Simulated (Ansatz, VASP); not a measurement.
# AlN: VASP beside Ansatz

Wanted: the spread between two codes on one cell, functional and k mesh. Valence electrons are named where the data sets of a main pair hold unlike numbers.

Main program and level: Ansatz 0.2.0; plane waves, with VASP 6.6.1 beside it; band structure at PBE and single point at PBE.

## Step 1: Set-up

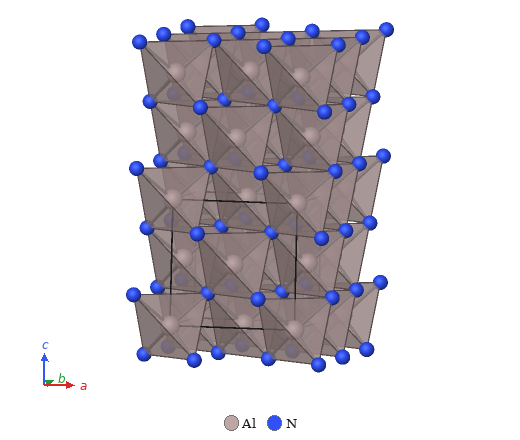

Start, viewed slightly off an axis; aluminium light grey, nitrogen blue. 1×2×2 cells are drawn. This picture shows the conventional cell, with its axes. Some periodic images of atoms are drawn too.

## Step 2: Ansatz: band structure, PBE

Ansatz runs on its default PAW (the set named soft_2) files.

Levels along a path test the potential and the projectors away from the mesh points.

input.yaml reads:

```yaml
crystal:
  lattice:
    - [0.0, 2.1839935596, 2.1839935596]
    - [2.1839935596, 0.0, 2.1839935596]
    - [2.1839935596, 2.1839935596, 0.0]
  atoms:
    - { symbol: Al, position: [0.0, 0.0, 0.0] }
    - { symbol: "N", position: [0.75, 0.75, 0.75] }
hamiltonian:
  xc: pbe
  pseudopotentials: { kind: paw }
kpoints:
  mp_grid: { grid: [4, 4, 4] }
  band_path:
    path:
      - [0.0, 0.0, 0.0]
      - [0.18182, 0.0, 0.18182]
      - [0.36364, 0.0, 0.36364]
      - [0.5, 0.0, 0.5]
      - [0.5, 0.09091, 0.59091]
      - [0.5, 0.18182, 0.68182]
      - [0.5, 0.25, 0.75]
      - [0.45455, 0.29545, 0.75]
      - [0.40909, 0.34091, 0.75]
      - [0.375, 0.375, 0.75]
      - [0.20455, 0.20455, 0.40909]
      - [0.06818, 0.06818, 0.13636]
      - [0.03409, 0.03409, 0.06818]
      - [0.04545, 0.04545, 0.04545]
      - [0.22727, 0.22727, 0.22727]
      - [0.40909, 0.40909, 0.40909]
      - [0.51136, 0.47727, 0.51136]
      - [0.55682, 0.38636, 0.55682]
      - [0.60227, 0.29545, 0.60227]
      - [0.61364, 0.25, 0.63636]
      - [0.56818, 0.25, 0.68182]
      - [0.51136, 0.25, 0.73864]
      - [0.5, 0.29545, 0.70455]
      - [0.5, 0.38636, 0.61364]
      - [0.5, 0.47727, 0.52273]
      - [0.47727, 0.47727, 0.54545]
      - [0.43182, 0.43182, 0.63636]
      - [0.38636, 0.38636, 0.72727]
      - [0.60227, 0.20455, 0.60227]
      - [0.55682, 0.11364, 0.55682]
      - [0.5, 0.0, 0.5]
    npoints: 1
scf:
  occupations: { method: gaussian, width: 0.01 }
  n_extra_bands: 7
output:
  forces: true
  stress: true
  eigenvalues: true
  write_density: true
  write_potential: true
  elf: true
  volumetric_format: npy
```

Command:

```bash
$ ansatz run input.yaml --threads 2 --pin off --max-ram 4608MiB --backend cpu --events-out ev --progress --plain --runs-dir out
```

Numbers of over 12 decimals in the logs are rounded to 6 here.

Output:

```text
scf.n_extra_bands = 7 over 4 filled bands (N_el = 8.0): the run solves 11 bands
Engine: ansatz 0.2.0, x86_64-unknown-linux-gnu
Pseudopotentials: kind: paw
Pseudopotential: Al, paw, valence charge 3, recommended cutoff 420 eV (normal), Al.paw.azcp
Pseudopotential: N, paw, valence charge 5, recommended cutoff 420 eV (normal), N.paw.azcp
Functional definition: PBE
  parameter kappa = 0.804
  parameter beta = 0.066725
  exchange = pbe_x(kappa = kappa, mu = beta*pi^2/3)
  correlation = pbe_c(beta = beta)
Crystal: 2 atoms, lattice volume = 20.835 Å³
Basis set: ecut = 420 eV, 411 PW (Γ), exchange–correlation on 48×48×48 points (8 copies of the dense FFT grid, shifted against one another)
Bands: 11, of which v1, the nominal top of the filled ones, is band 4 counted from 1 (3 counted from 0)
Symmetry: 24 space group operations
Space group: F-43m (ITA 216), of the structure as read, at distance tolerance 2.8e-5 Å
k-points: 8 of 64 (time reversal used)
Non-local potential: Al, projectors of the file, l = 0: 2, l = 1: 2, l = 2: 1
Non-local potential: N, projectors of the file, l = 0: 2, l = 1: 2, l = 2: 1
PAW form: soft (Blöchl's): semilocal exchange-correlation on the pseudo side does not see the compensation charge
PAW one-centre angular grid: Al, 110 points (default); XC on 64 Gauss nodes
PAW one-centre angular grid: N, 110 points (default); XC on 64 Gauss nodes
Initial density: superposition of atomic densities (neutral atoms: chi_scale 0, normalization atom), corrected by the library's trained network
Initial wavefunctions: pseudopotential atomic-orbital guess
Functional: x = pbe(κ = 0.804, μ = 0.219515), c = pbe(β = 0.066725)
SCF iter   1: F=—  HF=-924.167258 eV  |F-HF|=—  |Δ(HF+E_count)|=         —  Δρ=2.05e-3  dr2=8.77e-4  ethr=1.77e-3  ⟨swp⟩=5.0  Hψ=554  notcnv=0
preconditioner: auto → none  [insulator: Δε(μ)=3.327 eV  Ē_g=19.164 eV  σ=0.010 eV  W_gap=1.00  n_scr=0 (ndim 8)  ℏωp=23.0 eV  f_vac=0.000  D(μ)=0.00/eV (n_scr^D=0)  ε∞_Penn≈2.4]
SCF iter   2: F=—  HF=-924.167125 eV  |F-HF|=—  |Δ(HF+E_count)|=   1.34e-4  Δρ=7.10e-4  dr2=1.06e-4  ethr=1.10e-5  ⟨swp⟩=2.2  Hψ=197  notcnv=0  defer=18
SCF iter   3: F=—  HF=-924.167137 eV  |F-HF|=—  |Δ(HF+E_count)|=   1.18e-5  Δρ=1.13e-4  dr2=1.22e-6  ethr=1.33e-6  ⟨swp⟩=2.5  Hψ=104  notcnv=0  defer=18
SCF iter   4: F=—  HF=-924.167183 eV  |F-HF|=—  |Δ(HF+E_count)|=   4.61e-5  Δρ=1.16e-5  dr2=1.22e-8  ethr=1.52e-8  ⟨swp⟩=2.8  Hψ=108  notcnv=0  defer=18
iter 5 did not close the SCF: its close was put off for the readings that it lacked (scf_convergence_deferred on its scf_iter line)
SCF iter   5: F=-924.167183 eV  HF=-924.167183 eV  |F-HF|=3.11e-10  |Δ(HF+E_count)|=   1.43e-8  Δρ=1.98e-6  dr2=4.08e-10  ethr=1.52e-10  ⟨swp⟩=2.6  Hψ=102  notcnv=0  defer=18
SCF iter   6: F=-924.167183 eV  HF=-924.167183 eV  |F-HF|=1.25e-12  |Δ(HF+E_count)|=  3.62e-10  Δρ=9.29e-8  dr2=4.80e-13  ethr=5.09e-12  ⟨swp⟩=6.4  Hψ=446  notcnv=0
SCF 1 converged in 6 iterations: F = -924.167183 eV  dr2 = 4.80e-13
  greatest PAW one-centre occupation: 0.787 electrons in one spin orbital (limit 2), on the N atom at site 1 (counted from 0), in its partial waves of l = 0
NSCF: frozen V_eff on 31 k-points
SCF converged after 6 iterations
Free energy (F): -924.167183 eV
Harris-Foulkes:  -924.167183 eV  (|F-HF|=1.25e-12)
Internal energy: -924.167183 eV  (E = F + TS)
E sigma→0 (E₀):  -924.167183 eV
Fermi energy:    8.651657 eV
--- Per-component energies (eV) ---
  E_band       = 15.624169
  E_kinetic    = 159.707049
  E_local      = -223.073848  (includes V_loc(G=0)·N_el)
  E_nonlocal   = 55.471353
  E_hartree    = 77.417982
  E_xc         = -101.864440
  E_vxc        = -107.995259  (∫ρ·V_xc dr)
  E_paw        = -595.221821  (= ΣΔE_a)
  E_vpaw       = -23.321184  (= ΣTr[D̂ρ^β])
  E_aug_tail   = 0.000098  (compensation charges beyond the density's cutoff)
  E_ewald      = -296.603555
  E_smearing   = -0.000000  (= −TS)
  E_closure    = 0.000000  (closes the sum)
  Σ components = -924.167183   (vs F -924.167183, Δ=0.00e0)
--- Forces (eV/Å), atoms counted from 1 ---
  atom   1  Al    -0.00000000     0.00000000    -0.00000000
  atom   2  N      0.00000000    -0.00000000     0.00000000
  max |Σ_I F_I| component: 1.76e-16 eV/Å
--- Stress (GPa, compression-positive) ---
        4.939545       0.000000      -0.000000
        0.000000       4.939545       0.000000
       -0.000000       0.000000       4.939545
  P = ⅓ Tr σ = 4.9395 GPa (49.395 kbar)
--- Band table (eV; the first three rows and the last of 8) ---
  k-point 0: bands = [-7.9734, 7.0017, 7.0017, 7.0017, 11.1759, 19.5569, 19.5569, 19.5569, ... 3 higher]
  k-point 1: bands = [-7.1226, 3.7377, 6.7471, 6.7471, 13.4440, 17.9663, 19.3074, 19.3074, ... 3 higher]
  k-point 2: bands = [-5.9240, 1.1429, 6.5228, 6.5228, 14.3655, 16.8536, 18.1229, 18.1229, ... 3 higher]
  k-point 7: bands = [-5.2323, 3.2187, 3.5628, 4.3061, 13.0296, 18.4044, 18.9579, 19.1677, ... 3 higher]
```

Run time: 0.48 s. Hardware: 2 threads of AMD EPYC 7B13 (Zen 3), shared host; peak memory 0.32 GiB; 0.75 s of CPU time.

## Step 3: VASP: band structure, PBE

The same cell, functional, mesh and smearing now go to VASP, with its own data sets.

Lines of VASP's logs that name or quote its potential files are left out, and so is its time.

INCAR reads:

```
SYSTEM = AlN
PREC = Accurate
ENCUT = 450
EDIFF = 1E-08
NELM = 100
ISMEAR = 0
SIGMA = 0.01
LREAL = .FALSE.
ALGO = Normal
GGA = PE
NBANDS = 10
LORBIT = 11
LWAVE = .TRUE.
LCHARG = .FALSE.
KPAR = 8
```

POSCAR reads:

```
AlN
1.0
    0.0000000000      2.1839935596      2.1839935596
    2.1839935596      0.0000000000      2.1839935596
    2.1839935596      2.1839935596      0.0000000000
Al N
1 1
Direct
    0.0000000000      0.0000000000      0.0000000000
    0.7500000000      0.7500000000      0.7500000000
```

KPOINTS reads:

```
Automatic mesh
0
Gamma
4 4 4
0 0 0
```

KPOINTS_OPT reads:

```
Line mode
12
Line-mode
Reciprocal
  0.00000000   0.00000000   0.00000000 GAMMA
  0.50000000   0.00000000   0.50000000 X

  0.50000000   0.00000000   0.50000000 X
  0.50000000   0.25000000   0.75000000 W

  0.50000000   0.25000000   0.75000000 W
  0.37500000   0.37500000   0.75000000 K

  0.37500000   0.37500000   0.75000000 K
  0.00000000   0.00000000   0.00000000 GAMMA

  0.00000000   0.00000000   0.00000000 GAMMA
  0.50000000   0.50000000   0.50000000 L

  0.50000000   0.50000000   0.50000000 L
  0.62500000   0.25000000   0.62500000 U

  0.62500000   0.25000000   0.62500000 U
  0.50000000   0.25000000   0.75000000 W

  0.50000000   0.25000000   0.75000000 W
  0.50000000   0.50000000   0.50000000 L

  0.50000000   0.50000000   0.50000000 L
  0.37500000   0.37500000   0.75000000 K

  0.62500000   0.25000000   0.62500000 U
  0.50000000   0.00000000   0.50000000 X
```

The projector-augmented-wave data sets are Al_GW and N_GW (PBE family, release 64).

Command:

```bash
$ mpirun -np 8 vasp_std
```

Output:

```text
[banner, memory and clock lines left out]
running    8 mpi-ranks, on    1 nodes
 distrk:  each k-point on    1 cores,    8 groups
 distr:  one band on    1 cores,    1 groups

 POSCAR found type information on POSCAR AlN
 POSCAR found :  2 types and       2 ions
|                                                                             |
|           W    W    AA    RRRRR   N    N  II  N    N   GGGG   !!!           |
|           W    W   A  A   R    R  NN   N  II  NN   N  G    G  !!!           |
|           W    W  A    A  R    R  N N  N  II  N N  N  G       !!!           |
|           W WW W  AAAAAA  RRRRR   N  N N  II  N  N N  G  GGG   !            |
|           WW  WW  A    A  R   R   N   NN  II  N   NN  G    G                |
|           W    W  A    A  R    R  N    N  II  N    N   GGGG   !!!           |
|                                                                             |
|     For optimal performance we recommend to set                             |
|       NCORE = 2 up to number-of-cores-per-socket                            |
|     NCORE specifies how many cores store one orbital (NPAR=cpu/NCORE).      |
|     This setting can greatly improve the performance of VASP for DFT.       |
|     The default, NCORE=1 might be grossly inefficient on modern             |
|     multi-core architectures or massively parallel machines. Do your        |
|     Unfortunately you need to use the default for GW and RPA                |
|     calculations (for HF NCORE is supported but not extensively tested      |
|     yet).                                                                   |
|                                                                             |

 LDA part: xc-table for (Slater+PW92), standard interpolation
 POSCAR, INCAR and KPOINTS ok, starting setup
 FFT: planning ... GRIDC
 FFT: planning ... GRID_SOFT
 FFT: planning ... GRID
 WAVECAR not read
 entering main loop
       N       E                     dE             d eps       ncg     rms          rms(c)
DAV:   1     0.122973354571E+02    0.12297E+02   -0.41417E+03   168   0.651E+02
DAV:   2    -0.164114071548E+02   -0.28709E+02   -0.26058E+02   216   0.162E+02
DAV:   3    -0.172107045297E+02   -0.79930E+00   -0.79748E+00   222   0.213E+01
DAV:   4    -0.172133811937E+02   -0.26767E-02   -0.26758E-02   206   0.118E+00
DAV:   5    -0.172133996599E+02   -0.18466E-04   -0.18466E-04   206   0.115E-01    0.857E+00
DAV:   6    -0.148511830546E+02    0.23622E+01   -0.12056E+01   220   0.250E+01    0.220E+00
DAV:   7    -0.148315762188E+02    0.19607E-01   -0.96182E-02   178   0.264E+00    0.142E+00
DAV:   8    -0.148253232563E+02    0.62530E-02   -0.27055E-02   170   0.282E+00    0.190E-01
DAV:   9    -0.148250584410E+02    0.26482E-03   -0.19882E-03   250   0.395E-01    0.620E-02
DAV:  10    -0.148251881475E+02   -0.12971E-03   -0.14268E-04   172   0.917E-02    0.153E-02
DAV:  11    -0.148251865307E+02    0.16168E-05   -0.76464E-06   220   0.297E-02    0.267E-03
DAV:  12    -0.148251867510E+02   -0.22027E-06   -0.30079E-07   182   0.466E-03    0.450E-04
DAV:  13    -0.148251867507E+02    0.32202E-09   -0.39249E-08   194   0.165E-03
   1 F= -.14825187E+02 E0= -.14825187E+02  d E =-.656147E-13
 Start KPOINTS_OPT (optional k-point list driver)
k-point batch [1-8\120]
       N       E                     dE             ncg
DAV:   1     0.375688419893E+03   -0.29065E+03      160
DAV:   2     0.533899398293E+02   -0.32230E+03      222
DAV:   3     0.439868164462E+02   -0.94031E+01      204
DAV:   4     0.439333108373E+02   -0.53506E-01      214
DAV:   5     0.439324935668E+02   -0.81727E-03      198
DAV:   6     0.439324686775E+02   -0.24889E-04      228
DAV:   7     0.439324683546E+02   -0.32287E-06      200
DAV:   8     0.439324683514E+02   -0.32300E-08      232
[...]
k-point batch [113-120\120]
       N       E                     dE             ncg
DAV:   1     0.196978231011E+03   -0.26236E+04      160
DAV:   2    -0.120191820926E+02   -0.20900E+03      216
DAV:   3    -0.176080149266E+02   -0.55888E+01      186
DAV:   4    -0.176402903601E+02   -0.32275E-01      220
DAV:   5    -0.176406688132E+02   -0.37845E-03      200
DAV:   6    -0.176406736420E+02   -0.48288E-05      232
DAV:   7    -0.176406736518E+02   -0.97208E-08      196
 writing wavefunctions
```

OUTCAR, selected parts (step 3):

```text
ion  position               nearest neighbor table
   1  0.000  0.000  0.000-   2 1.89   2 1.89   2 1.89   2 1.89
   2  0.750  0.750  0.750-   1 1.89   1 1.89   1 1.89   1 1.89

  LATTYP: Found a face centered cubic cell.
 ALAT       =     4.3679871192

 Subroutine GETGRP returns: Found 24 space group operations
 (whereof 24 operations were pure point group operations)

The static configuration has the point symmetry T_d .

 Found      8 irreducible k-points:

   k-points           NKPTS =      8   k-points in BZ     NKDIM =      8   number of bands    NBANDS=     10

   dimension x,y,z NGX =    24 NGY =   24 NGZ =   24
   dimension x,y,z NGXF=    48 NGYF=   48 NGZF=   48

   ENCUT  =  450.0 eV  33.07 Ry    5.75 a.u.   5.34  5.34  5.34*2*pi/ulx,y,z

   NELECT =       8.0000    total number of electrons

 k-points in reciprocal lattice and weights: Automatic mesh
   0.00000000  0.00000000  0.00000000       0.016
   0.25000000  0.00000000  0.00000000       0.125
   0.50000000  0.00000000  0.00000000       0.062
   0.25000000  0.25000000  0.00000000       0.094
   0.50000000  0.25000000  0.00000000       0.375
  -0.25000000  0.25000000  0.00000000       0.188
   0.50000000  0.50000000  0.00000000       0.047
  -0.25000000  0.50000000  0.25000000       0.094

 average (electrostatic) potential at core
       1 -49.9887       2 -59.9679

 E-fermi :   5.0279

 k-point     1 :       0.0000    0.0000    0.0000
  band No.  band energies     occupation
      1     -10.0154      2.00000
      2       4.9809      2.00000
      3       4.9809      2.00000
      4       4.9809      2.00000
      5       9.1564      0.00000
      6      17.5052      0.00000
      7      17.5052      0.00000
      8      17.5052      0.00000
      9      22.6353      0.00000
    ...

 k-point     2 :       0.2500    0.0000    0.0000
  band No.  band energies     occupation
      1      -9.1639      2.00000
      2       1.7087      2.00000
      3       4.7232      2.00000
      4       4.7232      2.00000
      5      11.4195      0.00000
      6      15.9276      0.00000
      7      17.2748      0.00000
      8      17.2748      0.00000
      9      21.2217      0.00000
    ...

 k-point     3 :       0.5000    0.0000    0.0000
  band No.  band energies     occupation
      1      -7.9629      2.00000
      2      -0.8945      2.00000
      3       4.4962      2.00000
      4       4.4962      2.00000
      5      12.3355      0.00000
      6      14.8321      0.00000
      7      16.0961      0.00000
      8      16.0961      0.00000
      9      22.9394      0.00000
    ...

  Total        0.3180196      0.3180196      0.3180196      0.0000000     -0.0000000      0.0000000
  in kB       24.4557205     24.4557205     24.4557205      0.0000000     -0.0000000      0.0000000
  external PRESSURE =      24.4557205 kB  Pullay stress =       0.0000000 kB

  energy-cutoff  :      450.00
  volume of cell :       20.83
      direct lattice vectors                 reciprocal lattice vectors
     0.000000000  2.183993560  2.183993560    -0.228938404  0.228938404  0.228938404
     2.183993560  0.000000000  2.183993560     0.228938404 -0.228938404  0.228938404
     2.183993560  2.183993560  0.000000000     0.228938404  0.228938404 -0.228938404

 POSITION                                       TOTAL-FORCE (eV/Angst)
 -----------------------------------------------------------------------------------
      0.00000      0.00000      0.00000         0.000000      0.000000      0.000000
      3.27599      3.27599      3.27599        -0.000000     -0.000000     -0.000000
 -----------------------------------------------------------------------------------
    total drift:                                0.000000      0.000000      0.000000

  FREE ENERGIE OF THE ION-ELECTRON SYSTEM (eV)
  ---------------------------------------------------
  free  energy   TOTEN  =       -14.8251867507 eV

  energy  without entropy=      -14.8251867507  energy(sigma->0) =      -14.82518675

 total charge
# of ion       s       p       d       tot
------------------------------------------
    1        0.435   0.560   0.217   1.212
    2        1.190   2.577   0.000   3.766
--------------------------------------------------
tot          1.625   3.136   0.217   4.978

[... 3 further parts left out ...]
```

The run ends at a pressure of 2.45 GPa.

## Step 4: Comparison

Known differences besides the potentials themselves: the cutoff is 420 eV in Ansatz and 450 eV in VASP; VASP leaves aspherical gradient terms in its spheres out (LASPH is not set), Ansatz keeps them. Total energies have different zeros and are not compared.

Both answers:

```
                     quantity  Ansatz   VASP  difference
gap over the path points (eV)   3.300  3.290      +0.010
```

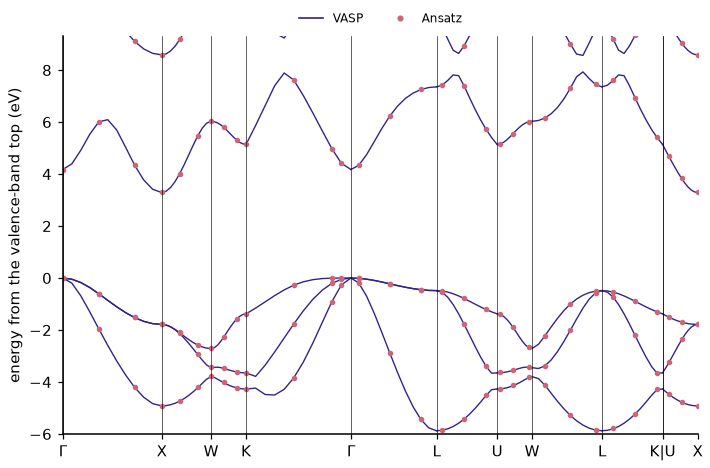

Bands from VASP (lines) and levels from Ansatz (dots). Dots without a line are higher empty bands that the VASP plot leaves out.

Levels at points of the path, from each program's valence-band top (eV; 3 filled, then empty):

```
k (reciprocal lattice)                        Ansatz                          VASP
     0.000 0.000 0.000     0.00 0.00 0.00 4.17 12.55     0.00 0.00 0.00 4.17 12.52
     0.182 0.000 0.182  -1.95 -0.60 -0.60 6.01 10.98  -1.95 -0.60 -0.60 6.01 10.96
     0.364 0.000 0.364   -4.20 -1.51 -1.51 4.34 9.11   -4.21 -1.52 -1.52 4.34 9.10
     0.500 0.000 0.500   -4.91 -1.77 -1.77 3.30 8.60   -4.92 -1.78 -1.78 3.29 8.59
     0.500 0.091 0.591   -4.73 -2.12 -2.09 4.02 9.18   -4.74 -2.14 -2.10 4.01 9.17
     0.500 0.182 0.682  -4.21 -2.92 -2.56 5.46 10.55  -4.22 -2.94 -2.58 5.46 10.54
     0.500 0.250 0.750  -3.78 -3.44 -2.70 6.03 11.40  -3.79 -3.45 -2.71 6.03 11.41
     0.455 0.295 0.750  -4.02 -3.46 -2.25 5.80 10.74  -4.03 -3.48 -2.27 5.80 10.74
     0.409 0.341 0.750  -4.21 -3.60 -1.57 5.32 10.21  -4.22 -3.61 -1.58 5.31 10.20
     0.375 0.375 0.750  -4.26 -3.63 -1.37 5.15 10.09  -4.27 -3.65 -1.38 5.14 10.09
```

Among the levels compared at these points, filled levels agree within 17 meV and empty ones within 31 meV. Not compared: the pressure (VASP's GW data sets at this cutoff don't carry it).

## Step 5: Other set-ups

Further runs change the set-up of one program: Ansatz's method, potentials or start, or VASP's data sets, cutoff or form of LDA. The table gives that difference for each run.

```
                                        run  gap over the path points (eV)
                                   as above                         0.0097
          Ansatz's all-electron LAPW method                         0.0015
   Ansatz's larger PAW set (cutoff 1050 eV)                         0.0024
norm-conserving potentials (cutoff 1240 eV)                        -0.0042
```

(Continued in part 2 of 2.)

[Lines on the potential files, build, host, timing and source positions are cut from VASP's logs without a mark.]

[Logs are printed without paths, hosts, clocks, repeated set-up lines and the standing remarks that a program may print on its own settings, such as how far it seeks lower states.]

[Hosts, paths, dates, database ids (printed as entryN), source tags and the programs' standing remarks are cut or masked in the printed files.]
